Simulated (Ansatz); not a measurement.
The figure comes from a scan of Yb (fcc, Cu type): volume and axial ratio are varied about the relaxed values (subscript 0). Computed with r2SCAN (plane waves to 500 eV, PAW, scalar-relativistic; Ansatz, a first-principles code). k mesh 15×15×15 (Γ-centred), Fermi-Dirac smearing 0.05 eV. The energy includes the smearing's −TS. With partly filled bands, the response to shear is sensitive to the k mesh, so small differences along c/a are uncertain. The PAW data are Ansatz's earlier set. The relaxed volume of Yb is well below the measured one. Yb is run without spin polarisation. Yb was relaxed with its symmetry unable to fall. The filling of the f shell was not checked against other fillings, so treat energies with care. ΔE is measured from the relaxed starting cell.

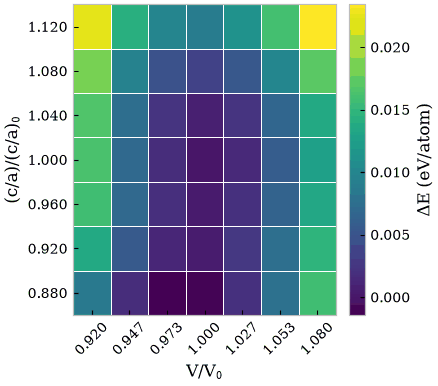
*ΔE (eV/atom), one tile a computed point.*

Task: Read the plotted values off the figure, to the accuracy that the plot allows.

Result: To the nearest 0.005:

ΔE (eV/atom), with V/V₀ across and (c/a)/(c/a)₀ down:

```tsv
(c/a)/(c/a)₀ \ V/V₀	0.920	0.947	0.973	1.000	1.027	1.053	1.080
0.880	0.010	0.000	0.000	0.000	0.000	0.010	0.015
0.920	0.015	0.005	0.000	0.000	0.005	0.010	0.015
0.960	0.015	0.005	0.000	0.000	0.000	0.005	0.015
1.000	0.015	0.005	0.000	0.000	0.000	0.005	0.015
1.040	0.015	0.005	0.000	0.000	0.000	0.005	0.015
1.080	0.020	0.010	0.005	0.005	0.005	0.010	0.015
1.120	0.020	0.015	0.010	0.010	0.010	0.015	0.025
```

(A scan under strain: stresses follow from slopes of the energy per volume, elastic moduli from its curvatures.)
